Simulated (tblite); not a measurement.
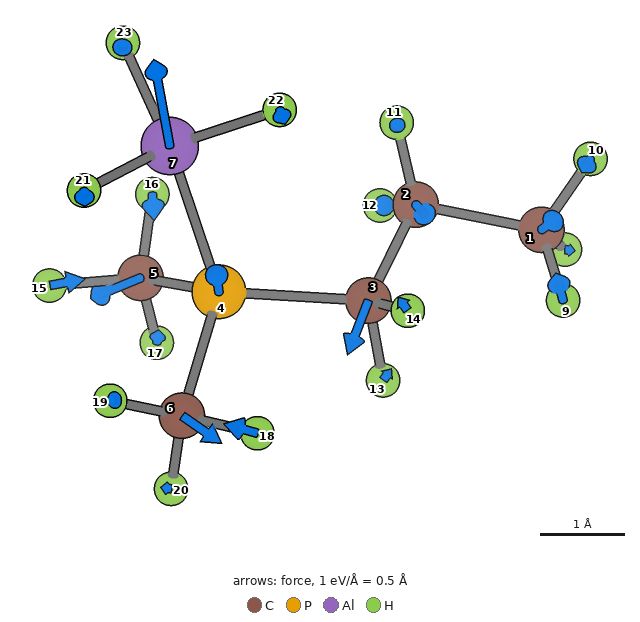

Starting geometry of C5H16AlP with the computed forces as blue arrows. The picture is a ball-and-stick view, seen at a tilt.

All numbers below come from GFN2-xTB geometry optimisation, gas phase in tblite 0.8.0. 

**Is this structure relaxed? If not, where do the atoms go?**

It isn't relaxed: the largest force vector, on the Al atom, is 3.15 eV/Å. The final displacements have little in common with the starting forces (cosine between the two patterns 0.19). The largest move after the best rigid fit is that of an H atom, 1.04 Å. Largest moves by element: H 1.04 Å, Al 0.55 Å, C 0.27 Å, P 0.24 Å. Near-neighbour distances that change, for instance: Al–P 2.298 → 2.491 Å, C–P 1.775 → 1.833 Å, Al–H 1.609 → 1.567 Å, C–H 1.125 → 1.088 Å. Bond angles that change, for instance: C–P–Al 104.1° → 128.4°, P–Al–H 113.5° → 95.7°, H–Al–H 105.5° → 118.9°. Groups turn about C–C by about 55°, C–P by about 25°. The energy falls by 114.0 kJ/mol in 148 geometry steps.
